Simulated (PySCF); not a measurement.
CH$_{6}$Cl$_{2}$Si$_{2}$, SMILES `ClC[SiH2][SiH2]Cl`.

PySCF calculation, PBE0/6-31G*, gas phase; geometry: GFN2-xTB. No frequency check shows the geometry to be a minimum. GFN2-xTB bond lengths at metals and heavier atoms can be off by up to 0.1 Å and shapes distorted, which carries into these values. Without diffuse functions Rydberg states are missing, so the states' numbers hold for this basis only.

Cartesian coordinates (Å):

```
Cl1      2.2279    0.9934    0.3574
C2       1.7075   -0.1285   -0.9338
Si3      0.4994   -1.4063   -0.1703
Si4     -1.2829   -0.3044    0.8263
Cl5     -2.3111    0.7659   -0.5536
H6       1.2491    0.4815   -1.7092
H7       2.6113   -0.5767   -1.3391
H8       0.1591   -2.3094   -1.2808
H9       1.2809   -2.1789    0.7998
H10     -0.9154    0.6423    1.8789
H11     -2.2453   -1.2452    1.4054
```

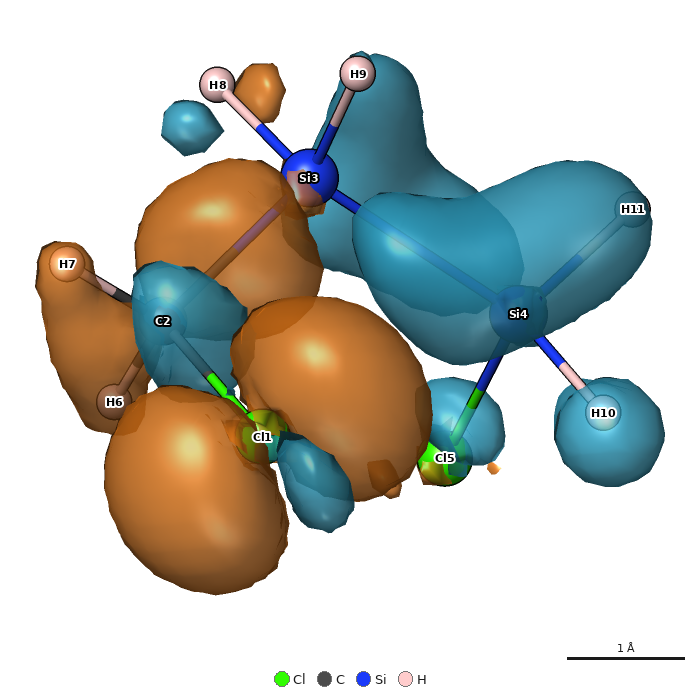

Unrelaxed difference density of S₃ less the ground state (full linear response singlet states), ±0.02 e/Å³; light blue: gain, orange: loss.

Q: How does the charge move on excitation?

A: 0.75 e is displaced in all, of which about 0.5 e passes between atoms: Cl1 (0.45 e) and C2 (0.06 e) lose electrons and Si4 (0.27 e) and Si3 (0.12 e) gain them. The state: 6.85 eV (181 nm), f = 0.004; the leading pair carries 91 %; hole on Cl1 (57 %), C2 (15 %) and Si3 (12 %), electron on Si4 (29 %), Si3 (24 %) and Cl1 (11 %); their centroids lie 1.9 Å apart; S₄ lies within 0.1 eV of it.
